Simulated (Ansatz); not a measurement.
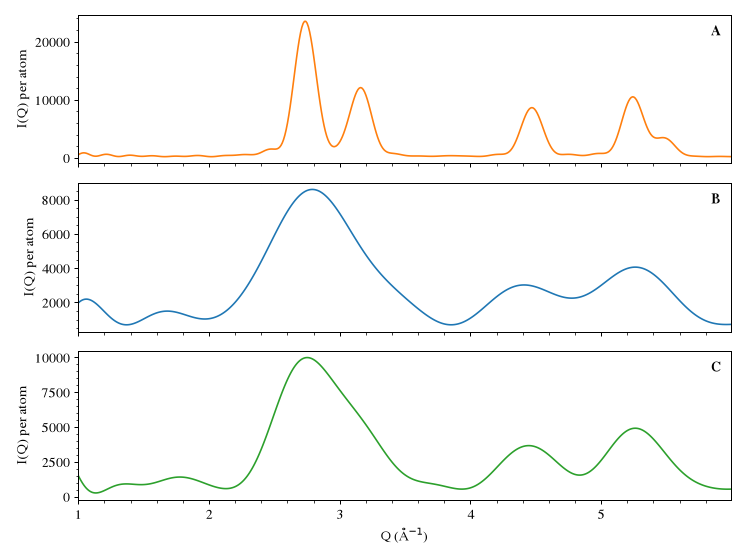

X-ray scattering of spheres cut from the crystal structure of Pt (Fm-3m, a = 3.972 Å, b = 3.972 Å, c = 3.972 Å, α = 90.00°, β = 90.00°, γ = 90.00°), calculated atom by atom with the Debye equation (B = 0.5 Å², no relaxation of the surface). Structure used: the input geometry of an electronic-structure calculation (not necessarily at equilibrium).

**The spheres are 10, 14 and 36 Å across. Which curve is which?**

curve A: 36 Å (1553 atoms); curve B: 10 Å (43 atoms); curve C: 14 Å (87 atoms). Peak widths go roughly as 2π/D, so the largest sphere has the sharpest peaks.

**Index the main peaks of the largest sphere.**

Q ≈ 2.74 Å⁻¹: 111; Q ≈ 3.16 Å⁻¹: 200; Q ≈ 4.47 Å⁻¹: 220; Q ≈ 5.24 Å⁻¹: 311.
